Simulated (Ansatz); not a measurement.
**HfHCl3O (SMILES Cl[Hf](Cl)(Cl)O) at wB97M-V/def2-SVP (core potential)**

Aim: the vertical ionisation energy of HfHCl3O at wB97M-V/def2-SVP (core potential), from 2 runs. 

Program for the calculation: Ansatz 0.2.0.

1 further run of the same task is left out (it didn't finish).

### Step 1. Starting point

HfHCl3O: 6 atoms, total charge 0, spin state singlet. As SMILES, `Cl[Hf](Cl)(Cl)O`. The shape is that of a PBE0-D4/def2-TZVP optimisation.

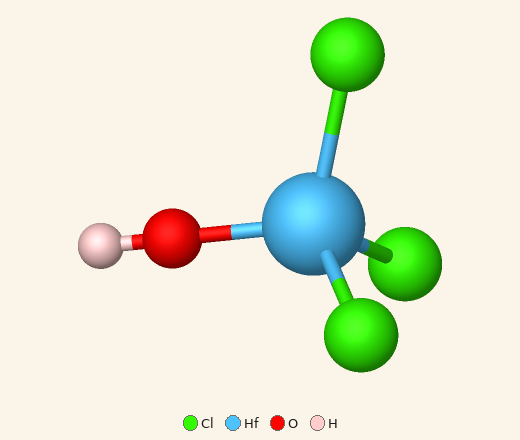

The structure, seen from a chosen angle (chlorine green, hafnium blue, oxygen red, hydrogen pink).

### Step 2. A single-point energy at wB97M-V/def2-SVP (core potential)

File job.yaml:

```yaml
crystal:
  periodic: [false, false, false]
  atoms:
    - {symbol: Cl, position_ang: [0.876760, -0.101050, -2.336560]}
    - {symbol: Hf, position_ang: [-0.022850, -0.350510, -0.194310]}
    - {symbol: Cl, position_ang: [-2.262380, -0.999350, -0.349730]}
    - {symbol: Cl, position_ang: [1.185990, -1.965090, 0.985740]}
    - {symbol: O, position_ang: [0.084060, 1.291990, 0.717110]}
    - {symbol: H, position_ang: [0.138420, 2.124020, 1.177740]}
basis:
  gaussian: {orbitals: def2-SVP}
hamiltonian: {xc: {name: wB97M-V}}
accuracy: high
output: {orbitals: {seedname: orbitals}}
```

Run with:

```console
$ ansatz run job.yaml --threads 1 --pin off --max-ram 3480MiB --events-out events.jsonl --progress --plain --runs-dir runs
```

Output:

```text
Warning: RAYON_NUM_THREADS=1 ignored (pool sized by the plan → 1); use --threads N
Functional definition: wB97M-V
  name "wB97M-V"
  parameter omega = 0.3/bohr
  parameter cx = 0.15
  parameter cx01 = 1.007
  parameter cx10 = 0.259
  parameter css00 = 0.443
  parameter css04 = -1.437
  parameter css10 = -4.535
  parameter css20 = -3.390
  parameter css43 = 4.278
  parameter cos00 = 1.000
  parameter cos10 = 1.358
  parameter cos20 = 2.924
  parameter cos21 = -8.812
  parameter cos60 = -1.390
  parameter cos61 = 9.142
  parameter b = 6.0
  parameter c = 0.01
  gx(w, u) = 1 - cx + cx01*u + cx10*w
  gss(w, u) = css00 + css04*u^4 + css10*w + css20*w^2 + css43*w^4*u^3
  gos(w, u) = cos00 + cos10*w + (cos20 + cos21*u)*w^2 + (cos60 + cos61*u)*w^6
  exchange = spin_sum(e_x_unif_sr(omega)*gx(b97_w, b97_u_x)) + cx*exact_x_sr(omega) + exact_x_lr(omega)
  correlation = spin_sum(e_c_pw_mod_same_spin*gss(b97_w, b97_u_same))
      + integral(e_c_pw_mod_opposite_spin*gos(b97_w_opposite, b97_u_opposite)) + vv10(b, c)
2132 factors; integrals over basis functions are off by at most 4.0e-9 eV
461 factors; integrals over basis functions are off by at most 2.2e-9 eV
mean field evaluation 1: about -40923.3155 eV, gradient 5.1e1 eV
mean field evaluation 2: about -40918.0531 eV, gradient 7.7e1 eV
mean field evaluation 4: about -40928.8391 eV, gradient 1.7e0 eV
mean field evaluation 8: about -40928.9284 eV, gradient 1.2e-1 eV
mean field evaluation 16: about -40928.9285 eV, gradient 8.0e-5 eV
mean field -40928.92845357 eV, -1504.1103780447 hartree, gradient 3.5e-8 eV, S^2 0.000000; 0 other end points of the search recorded, 0 dependent functions left out
reference -40928.92846133 eV, -1504.1103783296 hartree; 36, 36 occupied and 69, 69 virtual orbitals, 2132 factors
Total energy: -40928.92846133 eV, -1504.1103783296 hartree
```

Run time: 2.7 min. Hardware: 1 thread of Arm Neoverse V2, shared host; peak memory 0.93 GiB.

### Step 3. The doublet cation

File input.yaml:

```yaml
crystal:
  periodic: [false, false, false]
  atoms:
    - {symbol: Cl, position_ang: [0.876760, -0.101050, -2.336560]}
    - {symbol: Hf, position_ang: [-0.022850, -0.350510, -0.194310]}
    - {symbol: Cl, position_ang: [-2.262380, -0.999350, -0.349730]}
    - {symbol: Cl, position_ang: [1.185990, -1.965090, 0.985740]}
    - {symbol: O, position_ang: [0.084060, 1.291990, 0.717110]}
    - {symbol: H, position_ang: [0.138420, 2.124020, 1.177740]}
basis:
  gaussian:
    orbitals: def2-SVP
total_charge: 1
magnetization:
  spin_polarized: true
  initial_magnetization: 1
hamiltonian:
  xc: {name: wB97M-V}
accuracy: high
output:
  orbitals: {seedname: orbitals}
```

Run with:

```console
$ ansatz run input.yaml --threads 1 --pin off --max-ram 3480MiB --events-out events.jsonl --progress --plain --runs-dir runs
```

Output, cut to the lines that bear on the results:

```text
Warning: RAYON_NUM_THREADS=1 ignored (pool sized by the plan → 1); use --threads N
[... 2 set-up lines as earlier in the session ...]
[...]
  gx(w, u) = 1 - cx + cx01*u + cx10*w
  gss(w, u) = css00 + css04*u^4 + css10*w + css20*w^2 + css43*w^4*u^3
  gos(w, u) = cos00 + cos10*w + (cos20 + cos21*u)*w^2 + (cos60 + cos61*u)*w^6
[...]
      + integral(e_c_pw_mod_opposite_spin*gos(b97_w_opposite, b97_u_opposite)) + vv10(b, c)
2133 factors; integrals over basis functions are off by at most 4.0e-9 eV
461 factors; integrals over basis functions are off by at most 2.2e-9 eV
[...]
mean field -40917.21568016 eV, -1503.6799415609 hartree, gradient 8.4e-8 eV, S^2 0.766493; 6 other end points of the search recorded, 0 dependent functions left out
reference -40917.21568712 eV, -1503.6799418166 hartree; 36, 35 occupied and 69, 70 virtual orbitals, 2133 factors
Total energy: -40917.21568712 eV, -1503.6799418166 hartree
```

It took 11 min on 1 thread of Arm Neoverse V2, shared host; peak memory 1.8 GiB.

### Step 4. Outcome

At wB97M-V/def2-SVP (core potential):

```
                                          quantity           value
                     singlet HfHCl3O: total energy  -1504.11038 Eh
                      singlet HfHCl3O: HOMO energy       -11.43 eV
                      singlet HfHCl3O: LUMO energy         0.80 eV
                    singlet HfHCl3O: HOMO–LUMO gap        12.24 eV
                      doublet cation: total energy  -1503.67994 Eh
doublet cation: HOMO energy (highest over α and β)       -16.66 eV
 doublet cation: LUMO energy (lowest over α and β)       -11.99 eV
                              doublet cation: ⟨S²⟩           0.766
vertical ionisation energy (to the doublet cation)       11.713 eV
```

In words: Removing an electron at fixed nuclei costs 11.71 eV (270 kcal/mol). The negative HOMO energy of the first species, 11.43 eV, lies 0.28 eV below that difference.
